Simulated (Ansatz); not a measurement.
Consider MgSi4N.

```xyz
6
Lattice="4.2479 0.0000 0.0000 -2.1239 3.6788 0.0000 0.0000 0.0000 5.5821" Properties=species:S:1:pos:R:3 pbc="T T T"
Mg    0.0000    0.0000    2.7910
Si    0.0000    2.4525    4.4027
Si    0.0000    2.4525    1.1794
Si    2.1240    1.2262    4.4027
Si    2.1240    1.2262    1.1794
N     0.0000    0.0000    0.0000
```

Space group P6/mmm; a structure generated by program, which may or may not match a known phase; computed without spin polarisation.

Theory: Ansatz 0.2.0, DFT PBE, scalar-relativistic, plane waves, PAW.

**What can the converged valence pseudo-density and electron localisation function tell about the bonding?**

Si–Si (2.36 Å): ρ is about 0.54 e/Å³ halfway; the ELF peaks at about 0.95 between the atoms.
Mg–N (2.79 Å): the density is about 0.12 e/Å³ at the midpoint, with its minimum of 0.1 e/Å³ about 1.1 Å from Mg; the ELF is about 0.25 at the midpoint: no shared electron pair shows on this line.
Mg–Si (2.93 Å): ρ is about 0.16 e/Å³ halfway, with its minimum of 0.11 e/Å³ about 1.1 Å from Mg; the ELF peaks at about 0.70 in the valence shell of Si, 1.0 Å from its nucleus, and is about 0.45 at the midpoint.
Si–Si (2.45 Å): ρ at the midpoint is about 0.45 e/Å³; the ELF peaks at about 0.85 between the atoms.

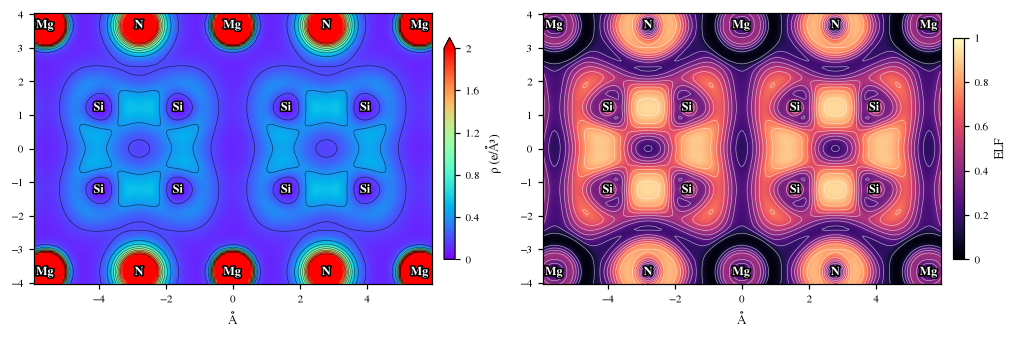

Computed valence pseudo-density and electron localisation function on the (110) plane of the conventional cell, in this order. 

The density is the valence pseudo-density of a PAW calculation; it isn't the true density close to the nuclei.
